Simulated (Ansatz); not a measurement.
**GaP2H (triplet): correlated methods under varied settings at a displaced geometry (v2)**

What do other methods and options give for GaP2H (triplet) at this geometry, and how long do they take?

Method: the settings change from run to run; program: Ansatz 0.2.0, Gaussian basis.

38 further runs of the same task are left out: 10 for a known fault of the program, 15 that didn't finish, 13 set aside as unsound or not needed.

### 1 What is computed

The geometry is a PBE0/def2-TZVP stationary point (not a proven minimum) with its atoms shifted at random (size 0.100 Å). No spin-orbit coupling is included. The filled d shell of Ga may be among the frozen orbitals whatever the setting's name suggests; the logs give the count.

4 atoms, charge 0, spin multiplicity 3.

Atoms are counted from 1 here; the program's logs count them from 0.

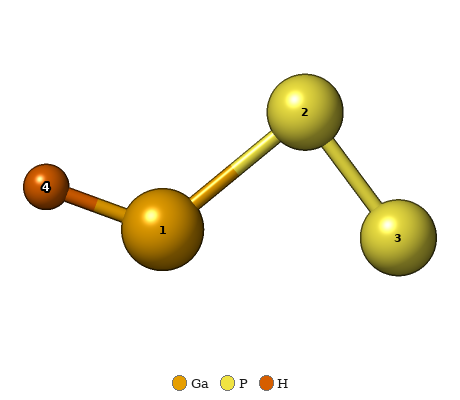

The geometry (gallium amber, phosphorus yellow, hydrogen orange); atoms are numbered from 1 in the order of the file.

### 2 CCSD(T)/cc-pVDZ

The input, in.yaml:

```yaml
crystal:
  periodic: [false, false, false]
  atoms:
    - {symbol: Ga, position_ang: [0.059132, -0.174778, 1.163021]}
    - {symbol: P, position_ang: [-0.105742, 1.073602, -0.866221]}
    - {symbol: P, position_ang: [-0.029122, -0.698914, -1.835588]}
    - {symbol: H, position_ang: [0.053987, 0.576000, 2.575419]}
basis:
  gaussian: {orbitals: cc-pVDZ}
magnetization: {spin_polarized: true, initial_magnetization: 2}
hamiltonian: {xc: {name: PBE}, pseudopotentials: {relativity: scalar}}
correlation: {method: ccsd_t, electrons: valence}
```

Started as:

```console
ansatz run in.yaml --threads 1 --pin off --events-out ev --progress --plain --max-ram 2393MiB
```

The log of the run (excerpt; [...] marks lines left out):

```text
Functional definition: PBE
  name "PBE"
  cite "Perdew, Burke & Ernzerhof, Phys. Rev. Lett. 77, 3865 (1996) doi:10.1103/PhysRevLett.77.3865"
  parent pbe
[...]
752 factors; integrals over basis functions are off by at most 8.7e-4 eV
[...]
mean field -71401.46945656 eV, -2623.9556048742 hartree, gradient 9.5e-7 eV, S^2 2.006529; 6 other end points of the search recorded, 0 dependent functions left out
19 core orbitals not correlated: weight in the atoms' cores, before any rotation towards them, 1.000 or more for the frozen orbitals, at most 0.000 for the correlated occupied ones
reference -71339.57033239 eV, -2621.6808540176 hartree; 13, 11 occupied and 36, 38 virtual orbitals, 752 factors
second order -8.48431274 eV of doubles, -0.76835456 eV of singles
cycle   1  -9.00282703 eV  change    2.3e-1 eV  update   1.1e-1
[...]
cycle  11  -9.50479608 eV  change   -2.2e-5 eV  update   2.4e-5
perturbative correction -0.52279105 eV, -0.0192122169 hartree
Total energy: -71349.59791952 eV, -2622.0493610478 hartree
Relativity: scalar
```

Wall time 15 s (1 thread of Arm Neoverse V2, shared host).

From the report: ⟨S²⟩ of the determinant 2.007 (pure triplet: 2.00); correlation -10.0276 eV; T1 0.023; largest double amplitude 0.11. The orbitals are Kohn-Sham ones, so correlation energy and T1 don't compare with those on Hartree-Fock orbitals.

### 3 CASSCF(2,3)/STO-3G

The input, in.yaml:

```yaml
crystal:
  periodic: [false, false, false]
  atoms:
    - {symbol: Ga, position_ang: [0.059132, -0.174778, 1.163021]}
    - {symbol: P, position_ang: [-0.105742, 1.073602, -0.866221]}
    - {symbol: P, position_ang: [-0.029122, -0.698914, -1.835588]}
    - {symbol: H, position_ang: [0.053987, 0.576000, 2.575419]}
basis:
  gaussian: {orbitals: STO-3G}
magnetization: {spin_polarized: false, initial_magnetization: 2}
correlation: {active_space: {window: {electrons: 2, orbitals: 3}}}
output: {forces: true}
```

Launched as before.

The log of the run (excerpt; [...] marks lines left out):

```text
Functional definition: HF
  name "HF"
  cite "Fock, Z. Phys. 61, 126 (1930) doi:10.1007/BF01340294"
  parent pbe
[...]
381 factors; integrals over basis functions are off by at most 5.2e-5 eV
[...]
mean field -70077.89311985 eV, -2575.3150716526 hartree, gradient 2.9e-6 eV, S^2 2.000000; 12 other end points of the search recorded, 0 dependent functions left out
reference -70077.89311985 eV, -2575.3150716526 hartree; 32, 30 occupied and 5, 7 virtual orbitals, 381 factors
state -70077.89311985 eV, -2575.3150716526 hartree
[...]
Total energy: -70077.89311985 eV, -2575.3150716526 hartree
Atom 0 at     0.059132    -0.174778     1.163021 Å, force     0.046277    -0.394744     0.381711 eV/Å
Atom 1 at    -0.105742     1.073602    -0.866221 Å, force     0.105905    -1.346042     0.593769 eV/Å
Atom 2 at    -0.029122    -0.698914    -1.835588 Å, force    -0.066645     1.324169     0.517419 eV/Å
Atom 3 at     0.053987     0.576000     2.575419 Å, force    -0.085538     0.416617    -1.492899 eV/Å
Dipole moment:    -0.044871     0.317822    -0.508767 e Å
```

Run time: 7 s. Hardware: 1 thread of Arm Neoverse V2, shared host.

From the report: 9 determinants; active occupations 1.00, 1.00, 0.00. With so small a space the active step adds no correlation: the energy is the mean field's.

### 4 CCSDT on ROHF/6-31G

Edit in.yaml of step 3 so:

```diff
@@ -8,5 +8,5 @@
 basis:
-  gaussian: {orbitals: STO-3G}
+  gaussian: {orbitals: 6-31G}
 magnetization: {spin_polarized: false, initial_magnetization: 2}
-correlation: {active_space: {window: {electrons: 2, orbitals: 3}}}
-output: {forces: true}
+correlation: {method: ccsdt, electrons: outside_noble_gas}
+scf: {lower_state_search: off}
```

Launched as before.

The log of the run (excerpt; [...] marks lines left out):

```text
Functional definition: HF
  name "HF"
  cite "Fock, Z. Phys. 61, 126 (1930) doi:10.1007/BF01340294"
  parent pbe
[...]
1037 factors; integrals over basis functions are off by at most 9.8e-8 eV
[...]
mean field -70880.70649290 eV, -2604.8179189458 hartree, gradient 2.6e-6 eV, S^2 2.000000; 0 other end points of the search recorded, 0 dependent functions left out
24 core orbitals not correlated: weight in the atoms' cores, before any rotation towards them, 0.996 or more for the frozen orbitals, at most 0.003 for the correlated occupied ones
reference -70880.70649290 eV, -2604.8179189458 hartree; 8, 6 occupied and 25, 27 virtual orbitals, 1037 factors
second order -3.77129651 eV of doubles, -0.03761945 eV of singles
cycle   1  -4.05337865 eV  change   -2.4e-1 eV  update   1.1e-1
[...]
cycle  22  -4.58372765 eV  change    4.4e-7 eV  update   1.3e-6
Total energy: -70885.29022055 eV, -2604.9863678298 hartree
Checks for a lower state left out: stability, starts, cluster_reference, orbital_swaps, neighbouring_geometries, increment
```

Wall time 27 s (1 thread of Arm Neoverse V2, shared host).

From the report: correlation -4.5837 eV; T1 0.029; largest double amplitude 0.15.

### 5 NEVPT2(10,7)/STO-3G

Edit in.yaml of step 4 so:

```diff
@@ -8,5 +8,5 @@
 basis:
-  gaussian: {orbitals: 6-31G}
+  gaussian: {orbitals: STO-3G}
 magnetization: {spin_polarized: false, initial_magnetization: 2}
-correlation: {method: ccsdt, electrons: outside_noble_gas}
-scf: {lower_state_search: off}
+correlation: {method: sc_nevpt2, electrons: outside_noble_gas, active_space: {window: {electrons: 10, orbitals: 7}, states: [{multiplicity: 3, weights: [1, 1]}]}}
+scf: {lower_state_search: full}
```

Launched as before.

The log of the run (excerpt; [...] marks lines left out):

```text
Functional definition: HF
  name "HF"
  cite "Fock, Z. Phys. 61, 126 (1930) doi:10.1007/BF01340294"
  parent pbe
[...]
567 factors; integrals over basis functions are off by at most 3.2e-8 eV
[...]
mean field -70077.89323428 eV, -2575.3150758576 hartree, gradient 1.7e-6 eV, S^2 2.000000; 18 other end points of the search recorded, 0 dependent functions left out
reference -70077.89323428 eV, -2575.3150758576 hartree; 32, 30 occupied and 5, 7 virtual orbitals, 567 factors
state -70078.26344421 eV, -2575.3286808215 hartree
state -70078.07238389 eV, -2575.3216594843 hartree
state -70078.26344421 eV, -2575.3286808215 hartree; corrected -70080.85437021 eV, -2575.4238955961 hartree
state -70078.07238389 eV, -2575.3216594843 hartree; corrected -70080.85862979 eV, -2575.4240521325 hartree
Total energy: -70080.85650000 eV, -2575.4239738643 hartree
```

Run time: 15 s. Hardware: 1 thread of Arm Neoverse V2, shared host.

From the report: 441 determinants; active occupations (of the averaged states) 2.00, 1.99, 1.99, 1.48, 1.02, 0.98, 0.54.

### 6 BCCD(T)/cc-pVDZ

The input, in.yaml:

```yaml
crystal:
  periodic: [false, false, false]
  atoms:
    - {symbol: Ga, position_ang: [0.059132, -0.174778, 1.163021]}
    - {symbol: P, position_ang: [-0.105742, 1.073602, -0.866221]}
    - {symbol: P, position_ang: [-0.029122, -0.698914, -1.835588]}
    - {symbol: H, position_ang: [0.053987, 0.576000, 2.575419]}
basis:
  gaussian: {orbitals: cc-pVDZ}
magnetization: {spin_polarized: false, initial_magnetization: 2}
hamiltonian: {xc: {name: r2SCAN}}
correlation: {method: bccd_t, electrons: outside_noble_gas}
```

The command is unchanged.

The log of the run (excerpt; [...] marks lines left out):

```text
Functional definition: r2SCAN
  name "r2SCAN"
  cite "Furness, Kaplan, Ning, Perdew & Sun, J. Phys. Chem. Lett. 11, 8208 (2020) doi:10.1021/acs.jpclett.0c02405"
  cite "Furness, Kaplan, Ning, Perdew & Sun, J. Phys. Chem. Lett. 11, 9248 (2020) doi:10.1021/acs.jpclett.0c03077"
  parent r2scan
[...]
752 factors; integrals over basis functions are off by at most 8.7e-4 eV
[...]
mean field -70967.26248621 eV, -2607.9987930302 hartree, gradient 5.8e-6 eV, S^2 2.000000; 6 other end points of the search recorded, 0 dependent functions left out
[...]
24 core orbitals not correlated: weight in the atoms' cores, before any rotation towards them, 0.998 or more for the frozen orbitals, at most 0.001 for the correlated occupied ones
reference -70890.89833655 eV, -2605.1924622914 hartree; 8, 6 occupied and 36, 38 virtual orbitals, 752 factors
second order -7.70680886 eV of doubles, -0.43252282 eV of singles
cycle   1  -8.23519021 eV  change   -9.8e-2 eV  update   1.0e-1
[...]
cycle  14  -8.62850516 eV  change   -1.0e-6 eV  update   1.3e-5
perturbative correction -0.43523541 eV, -0.0159946065 hartree
Total energy: -70899.96207712 eV, -2605.5255486140 hartree
```

Wall time 33 s (1 thread of Arm Neoverse V2, shared host).

From the report: correlation -9.0637 eV; largest double amplitude 0.11.

### 7 The runs in one table

Where basis and cores are those of an earlier UCCSDT(Q)/cc-pVDZ run (-70900.3745 eV), and the state is the same kind, the miss against it is given.

```csv
level,correlated,functions,energy (eV),from UCCSDT(Q) (meV),time
"CCSD(T)/cc-pVDZ (on PBE orbitals, relativity set)",valence,68,-71349.5979,,15 s
"CASSCF(2,3)/STO-3G",,37,-70077.8931,,7 s
CCSDT on ROHF/6-31G,outside noble gas,57,-70885.2902,,27 s
"NEVPT2(10,7)/STO-3G (mean of several states)",outside noble gas,37,-70080.8565,,15 s
BCCD(T)/cc-pVDZ (on r2SCAN orbitals),outside noble gas,68,-70899.9621,412.4,33 s
```

### 8 Outcome

| quantity | value |
| --- | --- |
| runs | 5 |
| quickest | CASSCF(2,3)/STO-3G, 7 s |
| slowest | BCCD(T)/cc-pVDZ (on r2SCAN orbitals), 33 s |

Total energies in different bases, with other cores or another treatment of relativity can't be set against each other. BCCD(T)/cc-pVDZ (on r2SCAN orbitals) took 5 times as long as CASSCF(2,3)/STO-3G; the jobs differ in more than the method. Cores frozen from Kohn-Sham orbitals shift the total energy.
